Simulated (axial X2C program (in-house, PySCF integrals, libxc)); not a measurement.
# Relativistic diatomic calculation, with input and output: TcN⁻

System: TcN⁻, single determinant with Ω = 3/2 (not the lowest found).
Method: PBE0, two-component X2C with atomic mean-field Coulomb and Gaunt terms, Tc dyall-acv3z, N dyall-av3z (cores contracted) (axial X2C program (in-house, PySCF integrals, libxc)).

**The input**
```
{"zs": [43, 7], "q": -1, "bas": ["dyall-acv3z", "dyall-av3z"], "levels": ["PBE0", "HF", "LDA"], "cc": true, "r0": 1.8, "thr": -2.0, "nmax": 90, "npts": 10, "nst": 2, "ntry": 6}
```

The line is the task of a batch: nuclear charges, charge, bases, the levels to run, a first guess of the distance and further settings. This report covers PBE0 with spin-orbit coupling. The log is that of the reference distance 1.587 Å.

Hardware: 1 thread of Arm Neoverse V1, 24 GiB of memory available, shared host.

Launched within a batch (the task file carries these settings):
```bash
python <driver script> task.json out
```

**Output**
```
two-component X2C + atomic mean field  PBE0
basis functions 216  fitting functions 1014  grid points 5072
iter        total energy     max residual
   1      -4338.016480912     1.89e+00
   2      -4338.080946574     1.05e-03
   3      -4338.080957298     9.45e-04
   4      -4338.080958922     5.96e-04
   5      -4338.080959595     3.41e-04
   6      -4338.080960037     2.13e-05
   7      -4338.080960042     1.41e-05
converged
one-electron -6187.64126113  Coulomb 1887.47952286  exact exchange -33.46558186  xc functional -102.75412671  nuclear repulsion 100.36694423  atomic mean-field constant -2.06645742
```

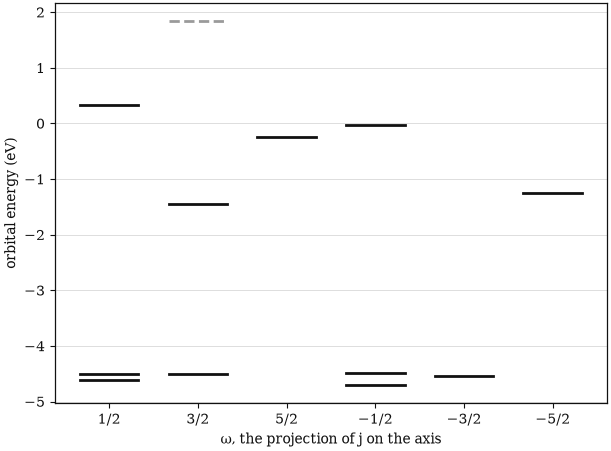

Fig. 1: Orbital energies near the frontier at 1.59 Å, filled (solid) and empty (dashed). The highest filled spinor (1/2; 62 % Tc s, 13 % Tc p) lies at 0.34 eV, the lowest empty one (3/2; 99 % Tc p) at 1.83 eV. A filled level above zero is held only by the finite basis .

**Outcome**

- outcome: not converged in a step after the SCF shown
- wall time: 15 s
- peak memory: 0.86 GiB

**What went wrong**

The SCF whose log is shown converged, but a later step did not. The run therefore gave no full result.
